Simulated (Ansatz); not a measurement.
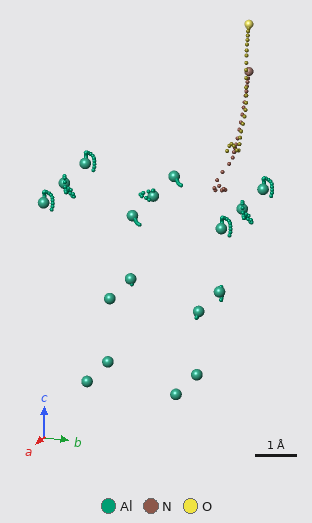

Molecular dynamics of NO on Al(111) (14 atoms in the cell), 200 fs long. Dots mark each atom's position at evenly spaced times, in the colour of its element; spheres stand at the starting positions. Fixed atoms have no trace. Seen slightly off an axis in the simulation cell, with the vacuum cut short.

Method: Ansatz, DFT PBE-D3(BJ), scalar-relativistic, plane waves, PAW. Set-up: plane-wave cutoff 420 eV; k-point mesh 3 × 3 × 1; Fermi-Dirac smearing 0.1 eV; 4 atoms held fixed; constant energy (NVE); time step 1 fs; at the start 2 atoms move with typed velocities and the others are at rest.

The input:
```yaml
crystal:
  lattice:
    - [5.727565, 0.0, 0.0]
    - [2.863782, 4.960217, 0.0]
    - [0.0, 0.0, 18.676537]
  atoms:
    - { symbol: Al, position: [0.1666667, 0.1666667, 0.0535431] }
    - { symbol: Al, position: [0.6666667, 0.1666667, 0.0535431] }
    - { symbol: Al, position: [0.1666667, 0.6666667, 0.0535431] }
    - { symbol: Al, position: [0.6666667, 0.6666667, 0.0535431] }
    - { symbol: Al, position: [-0.1666667, 0.3333333, 0.1787413] }
    - { symbol: Al, position: [0.3333333, 0.3333333, 0.1787413] }
    - { symbol: Al, position: [-0.1666667, 0.8333333, 0.1787413] }
    - { symbol: Al, position: [0.3333333, 0.8333333, 0.1787413] }
    - { symbol: Al, position: [0.0, 0.0, 0.3039395] }
    - { symbol: Al, position: [0.5, 0.0, 0.3039395] }
    - { symbol: Al, position: [0.0, 0.5, 0.3039395] }
    - { symbol: Al, position: [0.5, 0.5, 0.3039395] }
    - { symbol: "N", position: [0.258682, -0.018506, 0.4741352] }
    - { symbol: O, position: [0.258682, -0.018506, 0.537316] }
basis:
  ecutwfc: 420.0
kpoints:
  mp_grid: { grid: [3, 3, 1] }
hamiltonian:
  xc: pbe
  dispersion: d3bj
scf:
  occupations: { method: fermi_dirac, width: 0.1 }
  lower_state_search: "off"
  max_iter: 96
md:
  timestep: 1
  n_steps: 200
  ensemble: nve
  initial_velocities: zero
  seed: 627644
  initial_site_velocities:
    - { site: 12, velocity: [0.00729, 0.0, -0.008688] }
    - { site: 13, velocity: [0.00729, 0.0, -0.008688] }
  constraints: [{ sites: [0, 1, 2, 3] }]
```

Command:
```bash
ansatz run input.yaml --threads 1 --pin off --max-ram 3072MiB --backend cpu --events-out ev --progress --plain --runs-dir out
```

Describe the motion.

Answer. Root-mean-square distances from the starting positions over the second half, with the common drift of all atoms taken out: O 2.80 Å, N 2.62 Å, Al 0.20 Å. Against the typical shortest distance between atoms in the first frame, about 2.9 Å, the N and O atoms wander away from their sites and keep going, while the Al atoms only vibrate. 2 of the 10 free atoms end more than three quarters of that spacing from the start. The total energy stays between −0.22 and 0.055 meV per atom of its start. A straight-line fit has a slope that amounts to −0.081 meV per atom over 200 fs (0.1 % of the mean kinetic energy), and the ripple about it is 0.2 % of the kinetic energy's fluctuation. With a drift under 2 % and a ripple under 7 %, the integration is accurate. The atoms start at rest, so the thermostat has only the motion that the forces set off to work on.

Limits of the set-up: the cell has an odd number of electrons but was run without spin polarisation; the periodic images lie only 5.7 Å apart, so the values are limited by the cell's size.
